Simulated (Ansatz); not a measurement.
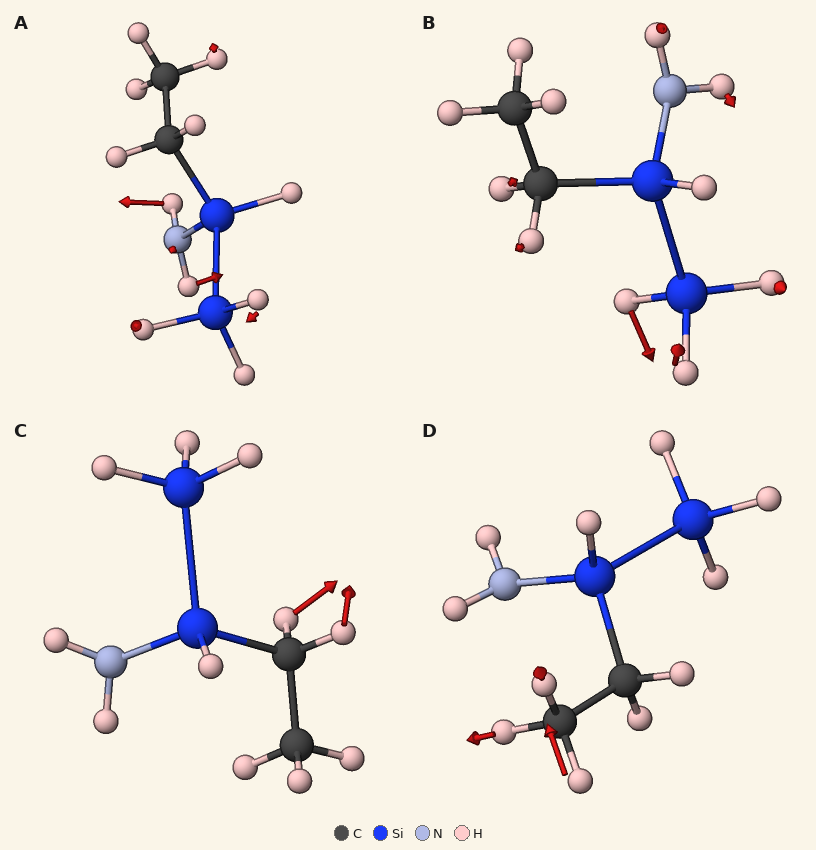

4 normal modes of one molecule or complex, as arrows. Harmonic vibrations computed with RKS PBE0-D4/def2-TZVP (Ansatz 0.2.0) at a stationary point of the same level.

Match the panels to the wavenumbers 170 cm⁻¹, 511 cm⁻¹, 1441 cm⁻¹, 3108 cm⁻¹.

Answer. A: 170 cm⁻¹
B: 511 cm⁻¹, H–Si–Si bending
C: 1441 cm⁻¹, H–C–H bending
D: 3108 cm⁻¹, out-of-phase stretching of 2 C–H bonds
